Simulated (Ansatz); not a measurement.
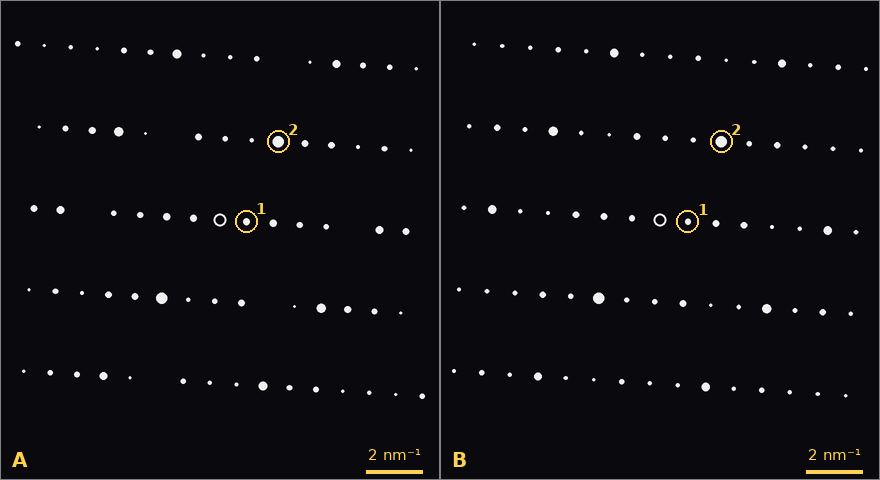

Kinematic electron diffraction patterns (300 kV, B = 0.5 Å², same scale) along [110] of the run's own cell, for the start and the end of one relaxation of Zn2Br3 with Ansatz 0.2.0, DFT PBE, scalar-relativistic, plane waves, PAW. k mesh 12×12×4. The start is a generated model structure, and the relaxation ends in the nearest stationary point of its symmetry, not necessarily the ground state. Spot 1 is 0 0 -1 and spot 2 is -1 1 -2 in both.

Start structure:

```yaml
crystal:
  lattice:
    - [3.90927, 0.00000, 0.00000]
    - [-1.95463, 3.38552, 0.00000]
    - [0.00000, 0.00000, 9.88244]
  atoms:
    - { symbol: Zn, position: [0.33333, 0.66667, 0.17892] }
    - { symbol: Zn, position: [0.66667, 0.33333, 0.82108] }
    - { symbol: Br, position: [0.00000, 0.00000, 0.00000] }
    - { symbol: Br, position: [0.33333, 0.66667, 0.68169] }
    - { symbol: Br, position: [0.66667, 0.33333, 0.31831] }
```

Which pattern belongs to the start structure, and which to the relaxed one?

Answer. B is the start: its cell gives d(1) = 9.882 Å, d(2) = 2.793 Å and an angle of 55.6°. A is the relaxed structure, with d(1) = 10.409 Å (+5.3 %), d(2) = 2.846 Å (+1.9 %) and 56.9°.

Name reflections whose intensity changes strongly on relaxation.

Answer. 0 0 7 goes from 1.9 to 13 % of the strongest spot; 1 -1 -5 goes from 2.5 to 14 % of the strongest spot; 1 -1 3 goes from 3.6 to 13 % of the strongest spot.

Summarise the relaxation behind the change.

Answer. The volume changed by +6.1 % to 27.76 Å³ an atom; with the mean shift removed, the atoms moved by up to 0.17 Å relative to the cell (Br most); the space group stayed P-3m1 (No. 164); the free energy fell by 1.7 meV an atom. Relaxed cell: a = 3.924 Å, b = 3.924 Å, c = 10.409 Å, α = 90.00°, β = 90.00°, γ = 120.00°.
